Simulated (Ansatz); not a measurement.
```xyz
7

N    -1.9329   -0.7147   -0.5830
Al   -0.5047    0.2405   -0.5559
As    0.1131    2.2298   -2.0549
H    -2.6984   -0.5542   -1.2437
H     0.6700   -0.0608    0.5090
H     1.5539    1.7431   -2.2955
H     0.5812    3.1081   -0.8801
```

These are results of RKS B3LYP-D4/def2-SVP (Ansatz 0.2.0), not measurements.

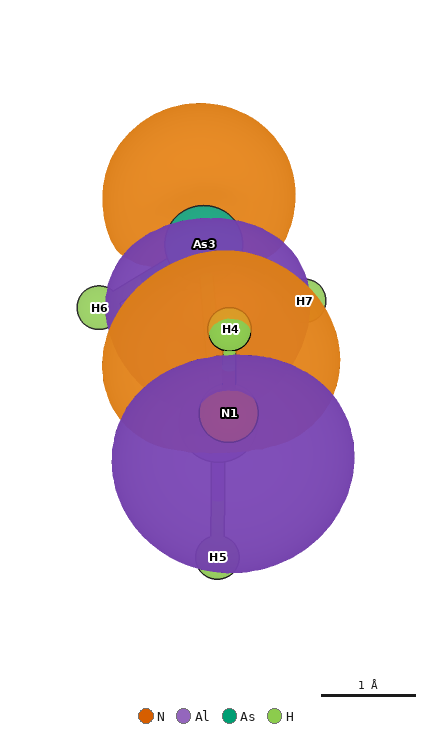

AlAsH4N (charge −1). The HOMO−1 at ±0.08 Å⁻³ᐟ² (orange and purple are the two phases), seen at an oblique angle.

Describe this orbital and give its energy.

Its weight (Hirshfeld) is mainly on N1 (about 65 %), As3 (about 15 %) and Al2 (about 10 %); largely a lone pair of N1. Its energy is −0.46 eV.
